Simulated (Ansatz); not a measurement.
**MgO: a scan of SCF settings**

Aim: run MgO with the default SCF settings, then change one group of settings at a time and see what moves: the number of iterations, the state or the numbers. System: MgO, the measured crystal structure (space group Fm-3m); the cell holds 2 atoms. Source: COD entry 9006782; the sample's temperature and pressure aren't taken into account.

The COD cell was measured well above room temperature, so it is larger than a cold one.

Computed with Ansatz 0.2.0 (DFT PBE, PAW, plane waves, scalar-relativistic, unless a step's input says otherwise).

## Step 1: The structure to begin with

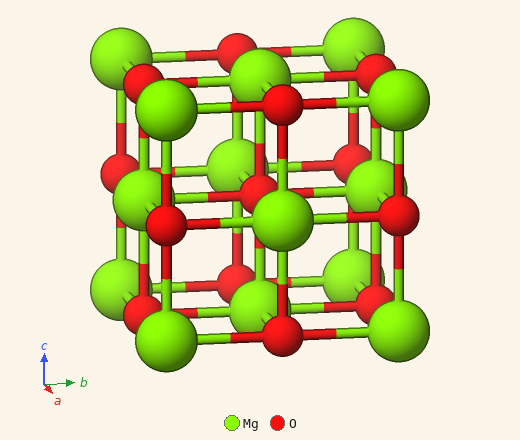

Start, viewed slightly off an axis; magnesium green, oxygen red. Atoms on the faces are drawn again on the opposite ones. The cell drawn here is the conventional one.

Structure file:

```
CELL_PARAMETERS angstrom
0.00000 2.20400 2.20400
2.20400 0.00000 2.20400
2.20400 2.20400 0.00000
ATOMIC_POSITIONS crystal
Mg 0.00000 0.00000 0.00000
O 0.50000 0.50000 0.50000
```

In tables a label like O2 counts atoms in the order of input.yaml; a structure file may count by element.

After the default run come: linear mixing, β 0.1, no preconditioner; Anderson, β 0.02, history 2, no preconditioner; Methfessel–Paxton smearing, width 0.8 eV; MSR1 mixing, preconditioner LDOS; Anderson, β 0.8, backtracking line search; Broyden, β 0.7, history 8, no preconditioner; cutoff 700 eV; fixed occupations.

The search for lower states is off throughout, and inputs that name a mixer don't switch to direct minimisation unless they say so. Spin polarisation is off.

## Step 2: Default SCF settings

Contents of input.yaml:

```yaml
crystal:
  lattice:
    - [0.0, 2.204, 2.204]
    - [2.204, 0.0, 2.204]
    - [2.204, 2.204, 0.0]
  atoms:
    - { symbol: Mg, position: [0.0, 0.0, 0.0] }
    - { symbol: O, position: [0.5, 0.5, 0.5] }
hamiltonian:
  xc: pbe
  pseudopotentials: { kind: paw }
basis:
  ecutwfc: 420
kpoints:
  mp_grid: { grid: [8, 8, 8] }
scf:
  occupations: { method: gaussian, width: 0.02 }
  lower_state_search: "off"
output:
  forces: true
  stress: true
  write_density: true
  write_potential: true
  elf: true
  volumetric_format: npy
```

Run with:

```console
ansatz run input.yaml --threads 2 --pin off --max-ram 5120MiB --backend cpu --events-out ev --progress --plain --runs-dir out
```

Standard output:

```text
Engine: ansatz 0.2.0, aarch64-unknown-linux-gnu
Pseudopotentials: kind: paw
Pseudopotential: Mg, paw, valence charge 10, recommended cutoff 420 eV (normal), Mg.paw.azcp
Pseudopotential: O, paw, valence charge 6, recommended cutoff 420 eV (normal), O.paw.azcp
Functional definition: PBE
  parameter kappa = 0.804
  parameter beta = 0.06672455060314922
  exchange = pbe_x(kappa = kappa, mu = beta*pi^2/3)
  correlation = pbe_c(beta = beta)
Crystal: 2 atoms, lattice volume = 21.412 Å³
Basis set: ecut = 420 eV, 411 PW (Γ), exchange–correlation on 48×48×48 points (8 copies of the dense FFT grid, shifted against one another)
Bands: 12, of which v1, the nominal top of the filled ones, is band 8 counted from 1 (7 counted from 0)
Symmetry: 48 space group operations
Space group: Fm-3m (ITA 225), of the structure as read, at distance tolerance 2.8e-5 Å
k-points: 29 of 512
Non-local potential: Mg, projectors of the file, l = 0: 3, l = 1: 2, l = 2: 1
Non-local potential: O, projectors of the file, l = 0: 2, l = 1: 2, l = 2: 1
PAW form: soft (Blöchl's): semilocal exchange-correlation on the pseudo side does not see the compensation charge
PAW one-centre angular grid: Mg, 110 points (default); XC on 64 Gauss nodes
PAW one-centre angular grid: O, 110 points (default); XC on 64 Gauss nodes
Initial density: superposition of atomic densities (neutral atoms: chi_scale 0, normalization atom), corrected by the library's trained network
Initial wavefunctions: pseudopotential atomic-orbital guess
Functional: x = pbe(κ = 0.804, μ = 0.2195149727645171), c = pbe(β = 0.06672455060314922)
SCF iter   1: F=—  HF=-2494.044021 eV  |F-HF|=—  |Δ(HF+E_count)|=         —  Δρ=1.26e-3  dr2=2.94e-4  ethr=1.77e-3  ⟨swp⟩=6.0  Hψ=2065  notcnv=0
preconditioner: auto → none  [insulator: Δε(μ)=3.532 eV  Ē_g=17.031 eV  σ=0.020 eV  W_gap=1.00  n_scr=8 (ndim 8)  ℏωp=22.7 eV  f_vac=0.000  D(μ)=0.00/eV (n_scr^D=0)  ε∞_Penn≈2.8]
SCF iter   2: F=—  HF=-2494.044115 eV  |F-HF|=—  |Δ(HF+E_count)|=   9.40e-5  Δρ=5.23e-4  dr2=2.60e-5  ethr=1.84e-6  ⟨swp⟩=2.7  Hψ=880  notcnv=0
SCF iter   3: F=—  HF=-2494.044121 eV  |F-HF|=—  |Δ(HF+E_count)|=   6.53e-6  Δρ=2.41e-4  dr2=4.04e-6  ethr=1.63e-7  ⟨swp⟩=2.0  Hψ=418  notcnv=0
SCF iter   4: F=—  HF=-2494.044140 eV  |F-HF|=—  |Δ(HF+E_count)|=   1.86e-5  Δρ=6.47e-5  dr2=7.25e-7  ethr=2.52e-8  ⟨swp⟩=2.0  Hψ=464  notcnv=0
SCF iter   5: F=—  HF=-2494.044140 eV  |F-HF|=—  |Δ(HF+E_count)|=   1.71e-8  Δρ=3.44e-5  dr2=2.14e-7  ethr=4.53e-9  ⟨swp⟩=1.0  Hψ=348  notcnv=0
SCF iter   6: F=-2494.044140 eV  HF=-2494.044140 eV  |F-HF|=5.84e-8  |Δ(HF+E_count)|=   3.72e-8  Δρ=1.91e-5  dr2=6.80e-8  ethr=6.25e-10  ⟨swp⟩=6.9  Hψ=1611  notcnv=0
SCF 1 converged in 6 iterations: F = -2494.044140 eV  dr2 = 6.80e-8
SCF converged after 6 iterations
Free energy (F): -2494.044140 eV
Harris-Foulkes:  -2494.044140 eV  (|F-HF|=5.84e-8)
Internal energy: -2494.044140 eV  (E = F + TS)
E sigma→0 (E₀):  -2494.044140 eV
Fermi energy:    8.320274 eV
--- Per-component energies (eV) ---
  E_band       = -319.645331
  E_kinetic    = 252.182435
  E_local      = -1687.117712  (includes V_loc(G=0)·N_el)
  E_nonlocal   = 142.590146
  E_hartree    = 584.762804
  E_xc         = -104.097492
  E_vxc        = -133.302000  (∫ρ·V_xc dr)
  E_paw        = -450.313062  (= ΣΔE_a)
  E_vpaw       = -63.521269  (= ΣTr[D̂ρ^β])
  E_aug_tail   = 0.002380  (compensation charges beyond the density's cutoff)
  E_ewald      = -1232.053640
  E_smearing   = -0.000000  (= −TS)
  E_closure    = 0.000000  (closes the sum)
  Σ components = -2494.044140   (vs F -2494.044140, Δ=0.00e0)
--- Forces (eV/Å), atoms counted from 1 ---
  atom   1  Mg    -0.00000000     0.00000000    -0.00000000
  atom   2  O      0.00000000    -0.00000000     0.00000000
  max |Σ_I F_I| component: 6.80e-30 eV/Å
--- Stress (GPa, compression-positive) ---
      -12.790693       0.000000       0.000000
        0.000000     -12.790693      -0.000000
        0.000000       0.000000     -12.790693
  P = ⅓ Tr σ = -12.7907 GPa (-127.907 kbar)
--- Band table (eV; the first three rows and the last of 29) ---
  k-point 0: bands = ["-66.2496", "-32.9838", "-32.9838", "-32.9838", "-10.0599", "6.5554", "6.5554", "6.5554", "10.0850", "21.5873", "21.5873", "21.5873"]
  k-point 1: bands = ["-66.2490", "-32.9909", "-32.9846", "-32.9846", "-9.9298", "5.6482", "6.4747", "6.4747", "11.0123", "19.9466", "21.8635", "21.8635"]
  k-point 2: bands = ["-66.2474", "-33.0081", "-32.9865", "-32.9865", "-9.5967", "4.1464", "6.2878", "6.2878", "12.4889", "18.2777", "22.0960", "22.0960"]
  k-point 28: bands = ["-66.2439", "-33.0131", "-33.0131", "-33.0015", "-8.8399", "4.0231", "4.0231", "5.0225", "17.1588", "17.2981", "17.2981", "20.3792"]
```

Wall time 0.48 s (2 threads of Arm Neoverse V2, shared host); peak memory 0.25 GiB.

The reference: 6 iterations with the default settings (MSR1 mixing, preconditioner none); with a gap of 3.53 eV on the k-mesh.

The maps below are laid out on this run's own conventional cell (a, b, c = 4.408, 4.408, 4.408 Å).

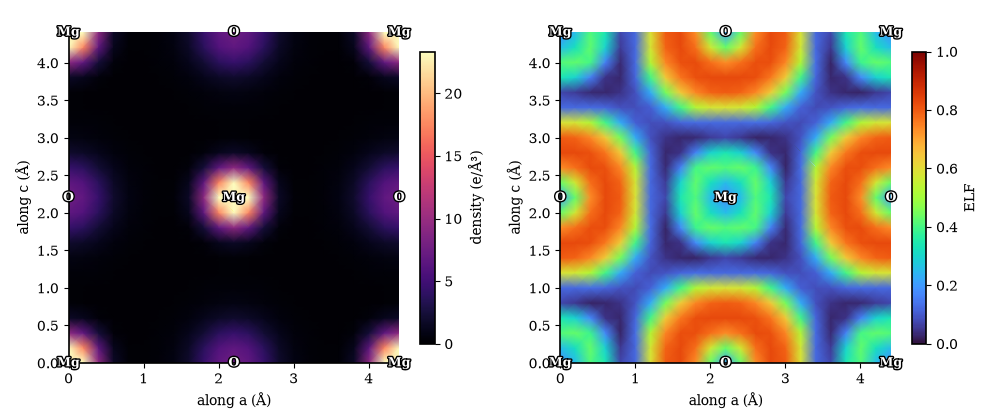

Density (left) and ELF (right) in a lattice plane of the grid's cell (edges 4.41 and 4.41 Å, at 0.000 of the third edge), which holds Mg and O. Only atoms in the plane are labelled; the density scale stops at 23.34 e/Å³. Both are smooth fields of the valence electrons: close to the nuclei they are not physical.

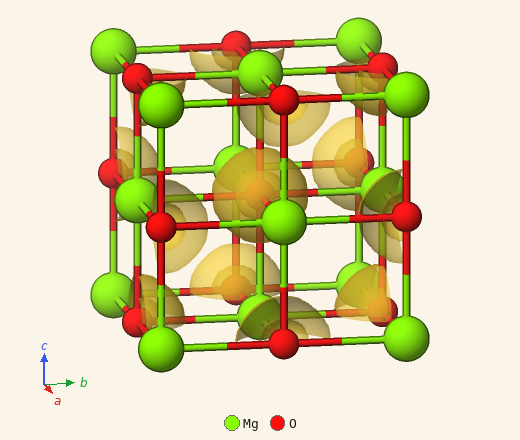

Surface of ELF = 0.77, drawn in one cell.

Outside the cores ELF peaks at 0.83 in the shell around O, 0.6 Å from O.

## Step 3: Linear mixing, β 0.1, no preconditioner

Edit input.yaml of step 2 so:

```diff
@@ -18,2 +18,5 @@
   lower_state_search: "off"
+  algorithm: density_mixing
+  max_iter: 70
+  mixing: { algorithm: anderson, ndim: 1, beta: 0.1, preconditioner: none }
 output:
@@ -21,5 +24 @@
   stress: true
-  write_density: true
-  write_potential: true
-  elf: true
-  volumetric_format: npy
```

Run with:

```console
ansatz run input.yaml --threads 2 --pin off --max-ram 5120MiB --backend cpu --events-out ev --progress --plain --runs-dir out
```

Standard output, shortened:

```text
[... 23 lines as in an earlier run ...]
SCF iter   1: F=—  HF=-2494.044021 eV  |F-HF|=—  |Δ(HF+E_count)|=         —  Δρ=1.26e-3  dr2=2.94e-4  ethr=1.77e-3  ⟨swp⟩=6.0  Hψ=2065  notcnv=0
[...]
SCF iter  22: F=-2494.044140 eV  HF=-2494.044138 eV  |F-HF|=2.26e-6  |Δ(HF+E_count)|=   5.29e-7  Δρ=5.35e-5  dr2=9.91e-8  ethr=6.25e-10  ⟨swp⟩=3.0  Hψ=808  notcnv=0
[...]
SCF converged after 22 iterations
Stability not checked: this state was not tested for a lower state beside it, because the mixer in use, unlike msr1, does not test its closes by its own steps (another_mixer; see scf.mixing.algorithm and scf.lower_state_search)
Free energy (F): -2494.044140 eV
[...]
E sigma→0 (E₀):  -2494.044140 eV
Fermi energy:    8.320095 eV
[... 24 lines left out: energy terms, forces, stress ...]
```

Wall time 0.6 s (2 threads of Arm Neoverse V2, shared host); peak memory 0.24 GiB.

22 iterations against 6; the same free energy.

## Step 4: Anderson, β 0.02, history 2, no preconditioner

Edit input.yaml of step 3 so:

```diff
@@ -20,3 +20,3 @@
   max_iter: 70
-  mixing: { algorithm: anderson, ndim: 1, beta: 0.1, preconditioner: none }
+  mixing: { algorithm: anderson, ndim: 2, beta: 0.02, preconditioner: none }
 output:
```

Run with:

```console
ansatz run input.yaml --threads 2 --pin off --max-ram 5120MiB --backend cpu --events-out ev --progress --plain --runs-dir out
```

Standard output, shortened:

```text
[... 23 lines as in an earlier run ...]
SCF iter   1: F=—  HF=-2494.044021 eV  |F-HF|=—  |Δ(HF+E_count)|=         —  Δρ=1.26e-3  dr2=2.94e-4  ethr=1.77e-3  ⟨swp⟩=6.0  Hψ=2065  notcnv=0
[...]
SCF iter  40: F=-2494.044140 eV  HF=-2494.044139 eV  |F-HF|=1.42e-6  |Δ(HF+E_count)|=   8.69e-8  Δρ=4.64e-5  dr2=6.18e-8  ethr=4.22e-10  ⟨swp⟩=3.0  Hψ=928  notcnv=0
[...]
SCF converged after 40 iterations
[... 1 line as in an earlier run ...]
Free energy (F): -2494.044140 eV
[...]
E sigma→0 (E₀):  -2494.044140 eV
Fermi energy:    8.320282 eV
[... 24 lines left out: energy terms, forces, stress ...]
```

Wall time 0.92 s (2 threads of Arm Neoverse V2, shared host); peak memory 0.24 GiB.

It takes 40 iterations (default 6). Against the default run: the same free energy.

## Step 5: Methfessel–Paxton smearing, width 0.8 eV

Edit input.yaml of step 4 so:

```diff
@@ -16,7 +16,5 @@
 scf:
-  occupations: { method: gaussian, width: 0.02 }
+  occupations: { method: methfessel_paxton, width: 0.8 }
   lower_state_search: "off"
-  algorithm: density_mixing
   max_iter: 70
-  mixing: { algorithm: anderson, ndim: 2, beta: 0.02, preconditioner: none }
 output:
```

Run with:

```console
ansatz run input.yaml --threads 2 --pin off --max-ram 5120MiB --backend cpu --events-out ev --progress --plain --runs-dir out
```

Standard output, shortened:

```text
band count auto-derived: 13 (N_el = 16.0; filled up to band 8; 12 by the electrons, moments and atoms)
[... 11 lines as in an earlier run ...]
Bands: 13, of which v1, the nominal top of the filled ones, is band 8 counted from 1 (7 counted from 0)
[... 11 lines as in an earlier run ...]
SCF iter   1: F=—  HF=-2494.044175 eV  |F-HF|=—  |Δ(HF+E_count)|=         —  Δρ=1.28e-3  dr2=3.00e-4  ethr=1.77e-3  ⟨swp⟩=4.7  Hψ=1832  notcnv=0
[...]
SCF iter   6: F=-2494.044113 eV  HF=-2494.044113 eV  |F-HF|=4.76e-8  |Δ(HF+E_count)|=   3.30e-8  S|Δr|=    0.00e0  Δρ=1.76e-5  dr2=5.63e-8  ethr=6.25e-10  ⟨swp⟩=4.0  Hψ=1057  notcnv=0
[...]
SCF converged after 6 iterations
Stability not checked: this state was not tested for a lower state beside it, because cold or Methfessel-Paxton smearing, or corrected tetrahedra, fill the levels in a way that the test cannot read (fill_not_monotonic; see scf.lower_state_search)
Free energy (F): -2494.044113 eV
[...]
E sigma→0 (E₀):  -2494.044188 eV
Entropy (-TS):   0.000300 eV (0.150 meV/atom)
Fermi energy:    8.692796 eV
Step filling:    the computed levels leave a gap of 3.5294 eV = 4.4 smearing widths at the electron count; against every level under it full and every level over it empty, smearing changes F+E_penalty+E_count by +0.027 meV and its σ→0 estimate by -0.048 meV
[...]
--- Forces (eV/Å), atoms counted from 1 ---
  atom   1  Mg    -0.00000000     0.00000000    -0.00000000
  atom   2  O      0.00000000    -0.00000000    -0.00000000
[...]
--- Stress (GPa, compression-positive) ---
      -12.795144       0.000000      -0.000000
       -0.000000     -12.795144       0.000000
        0.000000       0.000000     -12.795144
  P = ⅓ Tr σ = -12.7951 GPa (-127.951 kbar)
```

Wall time 0.4 s (2 threads of Arm Neoverse V2, shared host); peak memory 0.25 GiB.

6 iterations, as in the default run; free energy unchanged, zero-width estimate unchanged.

## Step 6: MSR1 mixing, preconditioner LDOS

Edit input.yaml of step 5 so:

```diff
@@ -16,5 +16,7 @@
 scf:
-  occupations: { method: methfessel_paxton, width: 0.8 }
+  occupations: { method: gaussian, width: 0.02 }
   lower_state_search: "off"
+  algorithm: density_mixing
   max_iter: 70
+  mixing: { algorithm: msr1, preconditioner: ldos }
 output:
```

Run with:

```console
ansatz run input.yaml --threads 2 --pin off --max-ram 5120MiB --backend cpu --events-out ev --progress --plain --runs-dir out
```

Standard output, shortened:

```text
[... 23 lines as in an earlier run ...]
SCF iter   1: F=—  HF=-2494.044021 eV  |F-HF|=—  |Δ(HF+E_count)|=         —  Δρ=1.26e-3  dr2=2.94e-4  ethr=1.77e-3  ⟨swp⟩=6.0  Hψ=2065  notcnv=0
[...]
SCF iter   6: F=-2494.044140 eV  HF=-2494.044140 eV  |F-HF|=3.36e-10  |Δ(HF+E_count)|=   7.81e-9  Δρ=1.64e-6  dr2=4.25e-10  ethr=2.10e-10  ⟨swp⟩=2.4  Hψ=1186  notcnv=0
[...]
SCF converged after 6 iterations
Free energy (F): -2494.044140 eV
[...]
E sigma→0 (E₀):  -2494.044140 eV
Fermi energy:    8.320465 eV
[... 24 lines left out: energy terms, forces, stress ...]
```

Wall time 0.39 s (2 threads of Arm Neoverse V2, shared host); peak memory 0.25 GiB.

The count stays at 6. Against the default run: the same free energy.

## Step 7: Anderson, β 0.8, backtracking line search

Edit input.yaml of step 6 so:

```diff
@@ -20,3 +20,3 @@
   max_iter: 70
-  mixing: { algorithm: msr1, preconditioner: ldos }
+  mixing: { algorithm: anderson, beta: 0.8, globalisation: backtrack }
 output:
```

Run with:

```console
ansatz run input.yaml --threads 2 --pin off --max-ram 5120MiB --backend cpu --events-out ev --progress --plain --runs-dir out
```

Standard output, shortened:

```text
[... 23 lines as in an earlier run ...]
[...]
SCF iter   1: F=—  HF=-2494.043980 eV  |F-HF|=—  |Δ(HF+E_count)|=         —  Δρ=6.24e-4  dr2=5.00e-5  ethr=5.55e-7  ⟨swp⟩=2.9  Hψ=2960  notcnv=0
[...]
SCF iter   4: F=-2494.044140 eV  HF=-2494.044140 eV  |F-HF|=5.97e-9  |Δ(HF+E_count)|=   3.04e-6  Δρ=8.66e-6  dr2=6.29e-9  ethr=1.87e-10  ⟨swp⟩=2.9  Hψ=1285  notcnv=0
[...]
SCF converged after 4 iterations
[... 1 line as in an earlier run ...]
Free energy (F): -2494.044140 eV
[...]
E sigma→0 (E₀):  -2494.044140 eV
Fermi energy:    8.320468 eV
[... 24 lines left out: energy terms, forces, stress ...]
```

Wall time 0.37 s (2 threads of Arm Neoverse V2, shared host); peak memory 0.25 GiB.

4 iterations against 6; the same free energy.

## Step 8: Broyden, β 0.7, history 8, no preconditioner

Edit input.yaml of step 7 so:

```diff
@@ -20,3 +20,3 @@
   max_iter: 70
-  mixing: { algorithm: anderson, beta: 0.8, globalisation: backtrack }
+  mixing: { algorithm: broyden, ndim: 8, beta: 0.7, preconditioner: none }
 output:
```

Run with:

```console
ansatz run input.yaml --threads 2 --pin off --max-ram 5120MiB --backend cpu --events-out ev --progress --plain --runs-dir out
```

Standard output, shortened:

```text
[... 23 lines as in an earlier run ...]
SCF iter   1: F=—  HF=-2494.044010 eV  |F-HF|=—  |Δ(HF+E_count)|=         —  Δρ=1.26e-3  dr2=2.94e-4  ethr=1.77e-3  ⟨swp⟩=6.0  Hψ=2065  notcnv=0
[...]
SCF iter   5: F=-2494.044140 eV  HF=-2494.044140 eV  |F-HF|=7.29e-10  |Δ(HF+E_count)|=   1.07e-6  Δρ=1.75e-5  dr2=4.64e-8  ethr=6.25e-10  ⟨swp⟩=4.9  Hψ=1110  notcnv=0
[...]
SCF converged after 5 iterations
[... 1 line as in an earlier run ...]
Free energy (F): -2494.044140 eV
[...]
E sigma→0 (E₀):  -2494.044140 eV
Fermi energy:    8.320290 eV
[... 24 lines left out: energy terms, forces, stress ...]
```

It took 0.37 s on 2 threads of Arm Neoverse V2, shared host; peak memory 0.24 GiB.

It takes 5 iterations (default 6). Against the default run: the same free energy.

## Step 9: Cutoff 700 eV

Edit input.yaml of step 8 so:

```diff
@@ -12,3 +12,3 @@
 basis:
-  ecutwfc: 420
+  ecutwfc: 700
 kpoints:
@@ -18,5 +18,2 @@
   lower_state_search: "off"
-  algorithm: density_mixing
-  max_iter: 70
-  mixing: { algorithm: broyden, ndim: 8, beta: 0.7, preconditioner: none }
 output:
```

Run with:

```console
ansatz run input.yaml --threads 2 --pin off --max-ram 5120MiB --backend cpu --events-out ev --progress --plain --runs-dir out
```

Standard output, shortened:

```text
[... 10 lines as in an earlier run ...]
Basis set: ecut = 700 eV, 893 PW (Γ), exchange–correlation on 54×54×54 points (8 copies of the dense FFT grid, shifted against one another)
[... 12 lines as in an earlier run ...]
SCF iter   1: F=—  HF=-2494.050156 eV  |F-HF|=—  |Δ(HF+E_count)|=         —  Δρ=1.59e-3  dr2=3.78e-4  ethr=1.77e-3  ⟨swp⟩=6.0  Hψ=2098  notcnv=0
[...]
SCF iter   6: F=-2494.050533 eV  HF=-2494.050534 eV  |F-HF|=7.58e-8  |Δ(HF+E_count)|=   5.69e-8  Δρ=2.14e-5  dr2=8.77e-8  ethr=6.25e-10  ⟨swp⟩=4.0  Hψ=1037  notcnv=0
[...]
SCF converged after 6 iterations
Free energy (F): -2494.050533 eV
[...]
E sigma→0 (E₀):  -2494.050533 eV
Fermi energy:    8.320058 eV
[...]
--- Forces (eV/Å), atoms counted from 1 ---
  atom   1  Mg    -0.00000000    -0.00000000     0.00000000
  atom   2  O      0.00000000    -0.00000000    -0.00000000
[...]
--- Stress (GPa, compression-positive) ---
      -12.797115       0.000000       0.000000
        0.000000     -12.797115      -0.000000
       -0.000000      -0.000000     -12.797115
  P = ⅓ Tr σ = -12.7971 GPa (-127.971 kbar)
```

Wall time 0.52 s (2 threads of Arm Neoverse V2, shared host); peak memory 0.27 GiB.

6 iterations, as in the default run; free energy shifted by -3.2 meV/atom.

## Step 10: Fixed occupations

Edit input.yaml of step 9 so:

```diff
@@ -12,3 +12,3 @@
 basis:
-  ecutwfc: 700
+  ecutwfc: 420
 kpoints:
@@ -16,4 +16,5 @@
 scf:
-  occupations: { method: gaussian, width: 0.02 }
+  occupations: { method: fixed }
   lower_state_search: "off"
+  max_iter: 70
 output:
```

Run with:

```console
ansatz run input.yaml --threads 2 --pin off --max-ram 5120MiB --backend cpu --events-out ev --progress --plain --runs-dir out
```

Standard output, shortened:

```text
[... 23 lines as in an earlier run ...]
SCF iter   1: F=—  HF=-2494.044386 eV  |F-HF|=—  |Δ(HF+E_count)|=         —  Δρ=1.20e-3  dr2=2.64e-4  ethr=1.77e-3  ⟨swp⟩=4.6  Hψ=1774  notcnv=0  defer=45
[...]
SCF iter   6: F=-2494.044140 eV  HF=-2494.044140 eV  |F-HF|=5.82e-8  |Δ(HF+E_count)|=   8.55e-8  Δρ=1.94e-5  dr2=6.89e-8  ethr=6.25e-10  ⟨swp⟩=2.9  Hψ=1162  notcnv=0
[...]
SCF converged after 6 iterations
Free energy (F): -2494.044140 eV
[...]
E sigma→0 (E₀):  -2494.044140 eV
Fermi energy:    6.555447 eV
[...]
--- Forces (eV/Å), atoms counted from 1 ---
  atom   1  Mg    -0.00000000     0.00000000    -0.00000000
  atom   2  O      0.00000000    -0.00000000     0.00000000
[...]
--- Stress (GPa, compression-positive) ---
      -12.790702       0.000000       0.000000
       -0.000000     -12.790702      -0.000000
        0.000000       0.000000     -12.790702
  P = ⅓ Tr σ = -12.7907 GPa (-127.907 kbar)
```

Run time: 0.37 s. Hardware: 2 threads of Arm Neoverse V2, shared host; peak memory 0.25 GiB.

The count stays at 6. Against the default run: free energy unchanged, zero-width estimate unchanged.

## Step 11: Comparison

| step | settings | iterations | time | against the default run |
| --- | --- | --- | --- | --- |
| 2 | default SCF settings | 6 | 0.48 s | reference |
| 3 | linear mixing, β 0.1, no preconditioner | 22 | 0.6 s | the same free energy |
| 4 | Anderson, β 0.02, history 2, no preconditioner | 40 | 0.92 s | the same free energy |
| 5 | Methfessel–Paxton smearing, width 0.8 eV | 6 | 0.4 s | free energy unchanged, zero-width estimate unchanged |
| 6 | MSR1 mixing, preconditioner LDOS | 6 | 0.39 s | the same free energy |
| 7 | Anderson, β 0.8, backtracking line search | 4 | 0.37 s | the same free energy |
| 8 | Broyden, β 0.7, history 8, no preconditioner | 5 | 0.37 s | the same free energy |
| 9 | cutoff 700 eV | 6 | 0.52 s | free energy shifted by -3.2 meV/atom |
| 10 | fixed occupations | 6 | 0.37 s | free energy unchanged, zero-width estimate unchanged |

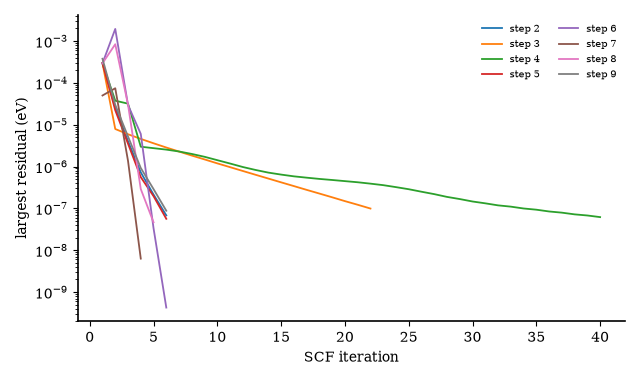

Residual along the iterations (8 of the 9 runs).

## Step 12: What came out

| quantity | value |
| --- | --- |
| default run | 6 iterations, with a gap of 3.53 eV on the k-mesh |
| fewest iterations to that state among the runs shown | 4 (Anderson, β 0.8, backtracking line search) |
| most iterations to it | 40 (Anderson, β 0.02, history 2, no preconditioner) |
| runs that end in another state, among changes of path alone | 0 |
| largest shift of the free energy by occupations, cutoff, mesh or field | -3.2 meV/atom (cutoff 700 eV) |

In words: 6 runs solve the same problem and reach the default's state, in 4 to 40 iterations: there the settings change the path, not the answer. Occupations, cutoff, mesh and fields change the problem that is solved, not just the path; the largest shift here is that of “cutoff 700 eV”. Other settings tried on this cell gave no result: linear mixing, β 0.7, no preconditioner (not converged after 70 iterations, cycles). Counts include iterations that the program adds to test a close, so a difference of one or two ranks nothing. The starting density is a sum of atomic densities corrected by a trained network, so it is already close to self-consistency.

These are semilocal Kohn-Sham gaps, which aren't the measured quantity. Such gaps usually fall short of the measured ones.
